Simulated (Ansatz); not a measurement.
## CH6ClNSi: one change and its effect

System: CH6ClNSi.
Method of run 1: RKS B2PLYP (frozen core)/def2-TZVPP (Ansatz 0.2.0).

The geometry comes from this level: PBE0-D4/def2-TZVP. Text and figures count atoms from 1; the logs count them from 0 in places.

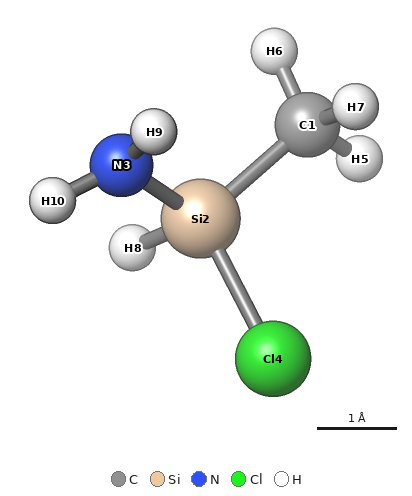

Figure 1. The structure as given in the input (ball-and-stick view, seen at a tilt; atoms are numbered from 1 in the order of the input). Bond lengths as drawn: Cl–Si 2.08 Å, C–H 1.09 Å, C–Si 1.85 Å, H–N 1.01 Å, H–Si 1.48 Å and N–Si 1.71 Å.

The input, run 1:
```yaml
crystal:
  periodic: [false, false, false]
  atoms:
    - {symbol: C, position_ang: [-0.924340, 0.960315, -0.429601]}
    - {symbol: Si, position_ang: [-0.055585, -0.637614, -0.073375]}
    - {symbol: N, position_ang: [1.200848, -0.379168, 1.050771]}
    - {symbol: Cl, position_ang: [0.594921, -1.392457, -1.900839]}
    - {symbol: H, position_ang: [-1.719983, 0.809460, -1.161595]}
    - {symbol: H, position_ang: [-1.359451, 1.369694, 0.484975]}
    - {symbol: H, position_ang: [-0.226905, 1.694279, -0.841385]}
    - {symbol: H, position_ang: [-0.936542, -1.689533, 0.482583]}
    - {symbol: H, position_ang: [1.847478, 0.382613, 0.917600]}
    - {symbol: H, position_ang: [1.662661, -1.168691, 1.473766]}
basis:
  gaussian: {orbitals: def2-TZVPP}
hamiltonian: {xc: {name: B2PLYP}}
```

Hardware: 2 CPU threads, shared host.

Output (run 1):
```
Functional definition: B2PLYP
  parameter a = 0.53
  parameter c = 0.27
  exchange = (1 - a)*b88_x + a*exact_x
  correlation = (1 - c)*lyp_c + c*(mp2_os + mp2_ss)
1323 factors; integrals over basis functions are off by at most 1.2e-3 eV
mean field evaluation 1: about -23007.5247 eV, gradient 5.9e1 eV
mean field evaluation 2: about -23007.6395 eV, gradient 5.9e1 eV
mean field evaluation 4: about -23014.3300 eV, gradient 5.4e0 eV
mean field evaluation 8: about -23014.3981 eV, gradient 2.9e-1 eV
mean field evaluation 16: about -23014.3983 eV, gradient 6.6e-5 eV
mean field -23014.39827326 eV, -845.7635368230 hartree, gradient 5.2e-6 eV, S^2 0.000000; 0 other end points of the search recorded, 0 dependent functions left out
12 core orbitals not correlated: weight in the atoms' cores, before any rotation towards them, 1.000 or more for the frozen orbitals, at most 0.000 for the correlated occupied ones
reference -23014.39844544 eV, -845.7635431504 hartree; 13, 13 occupied and 205, 205 virtual orbitals, 1323 factors
second order -23.26499062 eV of doubles, -0.00000000 eV of singles
Total energy: -23020.67999291 eV, -845.9943857620 hartree
```

For run 2 the input was changed thus:
```diff
-hamiltonian: {xc: {name: B2PLYP}}
+hamiltonian: {xc: {name: PBE-QIDH}}
```

What does this change do to the results?

The total energies belong to different methods, so their difference says nothing on which is more stable or more accurate. The functional changes from B2PLYP to PBE-QIDH.

Output (run 2):
```
Functional definition: PBE-QIDH
  parameter a = 3^(-1/3)
  parameter c = 1/3
  exchange = (1 - a)*pbe_x + a*exact_x
  correlation = (1 - c)*pbe_c + c*(mp2_os + mp2_ss)
1323 factors; integrals over basis functions are off by at most 1.2e-3 eV
mean field evaluation 1: about -23002.2454 eV, gradient 4.9e1 eV
mean field evaluation 2: about -23002.3917 eV, gradient 4.9e1 eV
mean field evaluation 4: about -23007.1225 eV, gradient 3.5e0 eV
mean field evaluation 8: about -23007.1599 eV, gradient 1.5e-1 eV
mean field evaluation 16: about -23007.1600 eV, gradient 6.5e-5 eV
mean field -23007.15997837 eV, -845.4975343921 hartree, gradient 4.3e-6 eV, S^2 0.000000; 0 other end points of the search recorded, 0 dependent functions left out
12 core orbitals not correlated: weight in the atoms' cores, before any rotation towards them, 1.000 or more for the frozen orbitals, at most 0.000 for the correlated occupied ones
reference -23007.15999083 eV, -845.4975348499 hartree; 13, 13 occupied and 205, 205 virtual orbitals, 1323 factors
second order -21.63408200 eV of doubles, -0.00000000 eV of singles
Total energy: -23014.37135150 eV, -845.7625474664 hartree
```

The two runs side by side:

| quantity | run 1 | run 2 |
| --- | --- | --- |
| outcome | converged | converged |
| total energy (hartree) | −845.994386 | −845.762547 |
| basis functions | 230 | 230 |
| wall time (shared host) | 8 s | 8.5 s |
